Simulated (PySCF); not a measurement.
# CH₅F, SMILES `F.C`: electronic structure

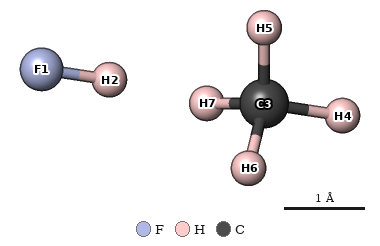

The molecule, with its atoms numbered as below. The pair's geometry is semi-empirical, so its contact may be too short or too long.

Geometry (Å), atoms numbered from 1:

```
F1       1.5914   -0.0000    0.0001
H2       0.6536    0.0006   -0.0006
C3      -1.4905    0.0001   -0.0000
H4      -2.5737   -0.0002    0.0001
H5      -1.1532    0.7229   -0.7349
H6      -1.1529   -0.9983   -0.2584
H7      -1.1532    0.2751    0.9934
```

### 1. Bonding charge

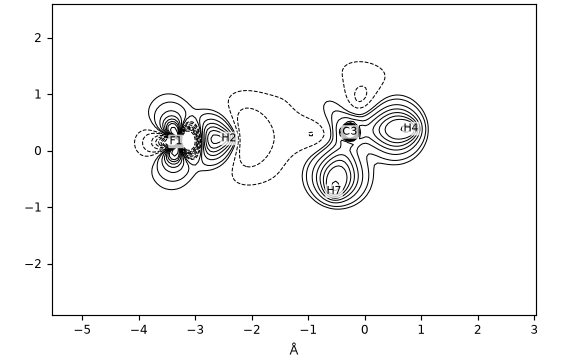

Deformation density (molecule less spherical, spin-averaged free atoms) in the plane of F1, H2, C3, H4 and H7; contours at ±0.05 to ±0.8 e/Å³; solid lines: gain, dashed lines: loss.

PySCF calculation, r2SCAN/def2-SVPD, gas phase; geometry: GFN2-xTB.

> How much density has each bond in this plane gained at its critical point, relative to the free atoms?

C3–H4: +0.65 e/Å³ at the bond critical point (bond length 1.08 Å). C3–H7: +0.64 e/Å³ at the bond critical point (bond length 1.08 Å). F1–H2: +0.63 e/Å³ at the bond critical point (bond length 0.94 Å). In all, 1.3 electrons gather in the regions of gain relative to the promolecule.

> Where do the Hirshfeld charges lie?

The highest Hirshfeld charge is on H2 (+0.16 e), the lowest on F1 (−0.23 e).

### 2. Local ionisation energy

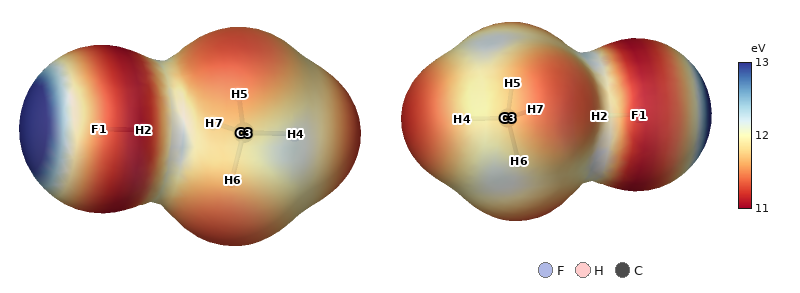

Average local ionisation energy on the surface of electron density 0.001 a.u. (back view left, front view right).

> Locate the minima of the map.

The lowest value is 11.0 eV, off the F1–H2 bond (1.7 to 1.9 Å from its atoms), and at like points elsewhere. Further minima include 11.2 eV, 1.4 Å from H4. For comparison, the highest occupied orbital lies at −9.8 eV.

### 3. Binding density

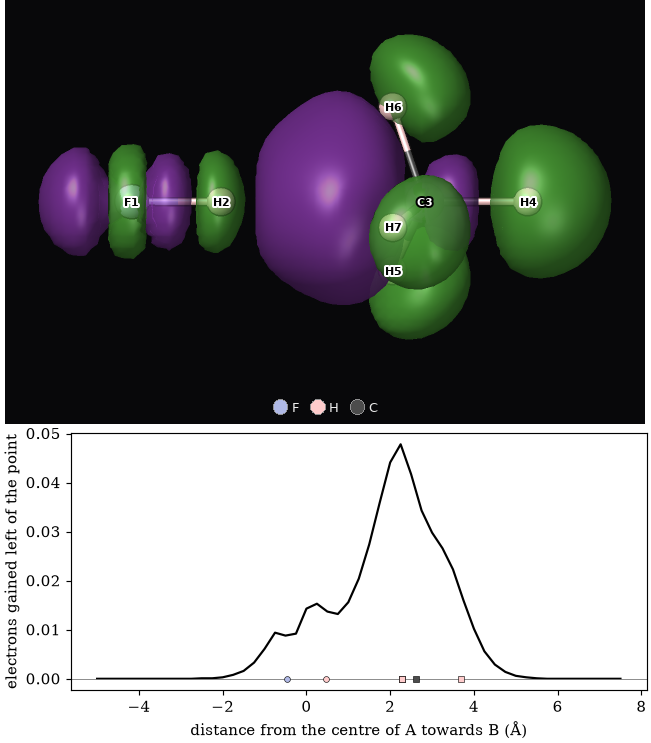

Density of the complex less the densities of the two fragments at the same geometry, ±0.003 e/Å³ (purple: gain, green: loss). Fragment A: HF (atoms 1–2); fragment B: H4C. Below: the charge-displacement curve along the line of centres (A on the left).

Level of theory: r2SCAN/def2-SVPD (PySCF), at a geometry from GFN2-xTB.

> How is the density rearranged on binding?

Hirshfeld charges show 0.020 e passing from B to A. By Hirshfeld charges, electrons gather most on F1 (−0.014 e) and leave H4 most (+0.018 e); 0.07 e is displaced in all, which induces a dipole of 0.57 D.

> What is the interaction energy, and which contacts carry it?

The counterpoise-corrected interaction energy of the frozen fragments is −1.9 kcal/mol without dispersion correction and −2.1 kcal/mol with D3(BJ). The pair geometry is semi-empirical, not a minimum at this level. Contacts: H2···C3, F–H···C contact, 2.14 Å, ρ = 0.015 a.u. The pose is a local one from a semi-empirical search, not shown to be the most stable.

### 4. Excited states

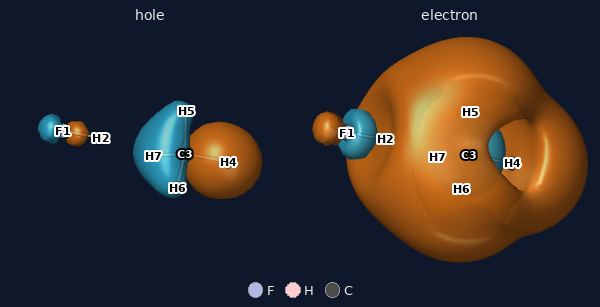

Leading natural transition orbital pair of S₃ (TDA singlet states); the surfaces enclose about 78 % of each orbital's density.

Computed with PySCF, B3LYP/def2-SVP, geometry: GFN2-xTB. Without diffuse functions Rydberg states are missing, so the states' numbers hold for this basis only.

> Where does the state lie, and where do hole and electron sit?

11.49 eV (108 nm), f = 0.292 (bright), partly diffuse acceptor orbital, which a basis without diffuse functions describes poorly; the leading pair carries 99 %; hole on C3 (48 %), H4 (29 %) and H5, H6 and H7 (6 % each), electron on C3 (21 %), H4, H5, H6 and H7 (15 % each) and H2 (12 %) (atom shares of so diffuse an orbital are rough); their centroids lie 0.6 Å apart; S₄ and S₅ lie within 0.1 eV of it. In canonical orbitals it is mainly HOMO−2 → LUMO (97 %). The HOMO–LUMO gap is 11.37 eV.

The PySCF runs shown took 11 s, 26 s and 23 s on 1 thread of Intel(R) Xeon(R) Processor @ 2.70GHz, with other jobs on the host.
